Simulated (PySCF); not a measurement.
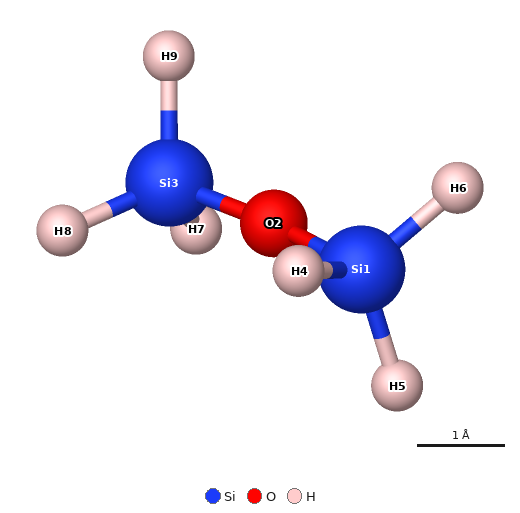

Figure 1. The structure as given in the input (ball-and-stick view, seen at a tilt; atoms are numbered from 1 in the order of the input).

**Run report: Si$_{2}$H$_{6}$O, NMR shielding calculation**

The run: NMR shielding calculation of Si$_{2}$H$_{6}$O (disiloxane). Method and program: GIAO PBE0/pcSseg-1 NMR shielding, non-relativistic, gas phase (PySCF 2.14.0).

The geometry comes from this level: GFN2-xTB. Figures and captions count atoms from 1; the log counts them from 0 in places.

## The input
```
{"job": {"kind": "nmr", "xc": "PBE0", "basis": "pcSseg-1"}, "charge": 0, "multiplicity": 1}
Si    -1.592559    -0.217384     0.079980
O      0.020394    -0.105055     0.090803
Si     1.597316     0.209598    -0.077850
H     -2.121871     1.023532    -0.484002
H     -1.924369    -1.373643    -0.750796
H     -1.988900    -0.399895     1.474265
H      2.256533    -1.089486    -0.192186
H      1.759147     1.017997    -1.285234
H      2.007870     0.940329     1.119841
```

The first line tells a small driver script what to run in PySCF; the rest is the geometry in Å.

Machine: 1 CPU thread, shared host.

Command:
```bash
OMP_NUM_THREADS=1 python <driver script> task.json out
```

## Output
```
coarse grid: 8056 points
cycle   1  E = -657.3848545241  dE =  1.002e-01  |g| = 7.480e-01  |ddm| = 2.629e+00
cycle   2  E = -657.1935511318  dE =  1.913e-01  |g| = 1.246e+00  |ddm| = 1.512e+00
cycle   3  E = -657.4800661418  dE = -2.865e-01  |g| = 5.588e-02  |ddm| = 1.100e+00
cycle   4  E = -657.4806831309  dE = -6.170e-04  |g| = 1.432e-02  |ddm| = 6.658e-02
cycle   5  E = -657.4807150259  dE = -3.189e-05  |g| = 8.179e-04  |ddm| = 1.561e-02
cycle   6  E = -657.4807152183  dE = -1.924e-07  |g| = 1.317e-04  |ddm| = 1.439e-03
final grid: 67296 points
cycle   7  E = -657.5071094093  dE = -3.164e-06  |g| = 6.258e-03  |ddm| = 7.800e-03
cycle   8  E = -657.5070999355  dE =  9.474e-06  |g| = 9.675e-03  |ddm| = 9.682e-03
cycle   9  E = -657.5071155963  dE = -1.566e-05  |g| = 2.547e-04  |ddm| = 6.201e-03
cycle  10  E = -657.5071156077  dE = -1.146e-08  |g| = 2.538e-05  |ddm| = 2.523e-04
cycle  11  E = -657.5071156078  dE = -1.090e-10  |g| = 4.734e-06  |ddm| = 3.246e-05
```

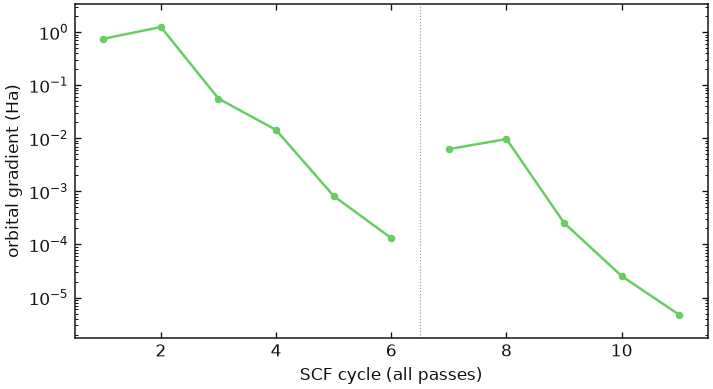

Figure 2. Convergence of the self-consistent field: orbital gradient against the SCF cycle. The dotted line marks the change from a coarse to the final integration grid. The first 6 cycles use a coarse grid, the final grid takes over at cycle 7, and the field converges after 11 cycles in all.

```
converged SCF energy = -657.5071156078

GIAO shielding tensors (ppm)
atom      isotropic    diamagn.    paramagn.     s11        s22        s33       span
  0 Si     392.594     879.428    -486.834    356.572    358.501    462.709    106.136
  1 O      348.926     396.783     -47.857    248.885    396.937    400.955    152.070
  2 Si     392.600     879.431    -486.830    356.391    358.716    462.694    106.303
  3 H       26.587      29.359      -2.772     23.360     25.123     31.278      7.918
  4 H       26.587      29.226      -2.639     23.280     25.091     31.391      8.111
  5 H       26.588      29.183      -2.595     23.268     25.088     31.407      8.139
  6 H       26.585      29.174      -2.589     23.272     25.084     31.399      8.127
  7 H       26.588      29.366      -2.777     23.353     25.126     31.286      7.934
  8 H       26.589      29.227      -2.638     23.284     25.092     31.391      8.107
```

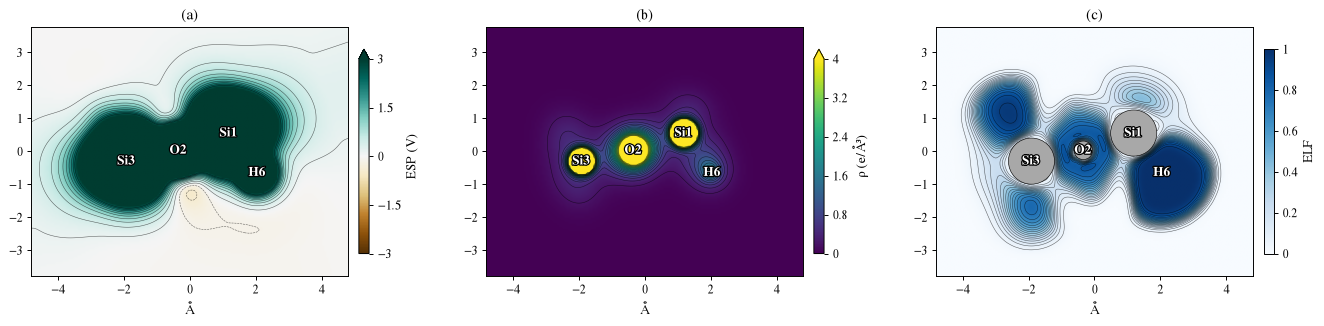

Figure 3. (a) electrostatic potential; (b) electron density; (c) ELF on the plane of atoms O2, Si1 and H6. Grey discs, where drawn, cover atomic cores. Atoms in the plane: Si, O and H.

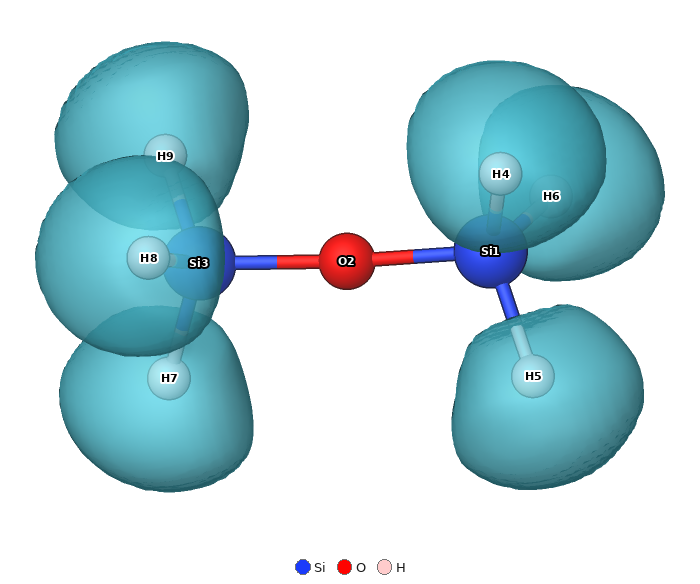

Figure 4. Isosurface of the electron localisation function at 0.9 (cyan), seen at a tilt. Core shells and regions of very low density are left out. Along the contacts the grid gives the following. Si–H (1.46 Å): the ELF climbs to about 1 towards the hydrogen.

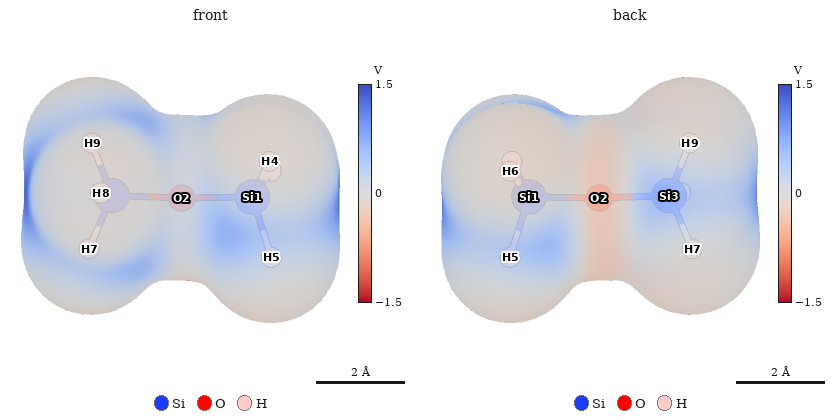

Figure 5. The electrostatic potential painted on the density surface at 0.001 e/bohr³, seen at a tilt and from behind; the colour scale runs from red (negative) to blue (positive). Its dipole moment is 0.17 D.

## Key numbers

| quantity | value |
| --- | --- |
| outcome | converged |
| total energy | −657.507116 hartree |
| HOMO | −8.51 eV |
| LUMO | 0.11 eV |
| dipole moment | 0.17 D |
| isotropic shielding, Si | 392.6 ppm |
| isotropic shielding, O | 348.9 ppm |
| isotropic shielding, H | 26.6 ppm |
| wall time | 12 s |
| peak memory | 0.42 GiB |
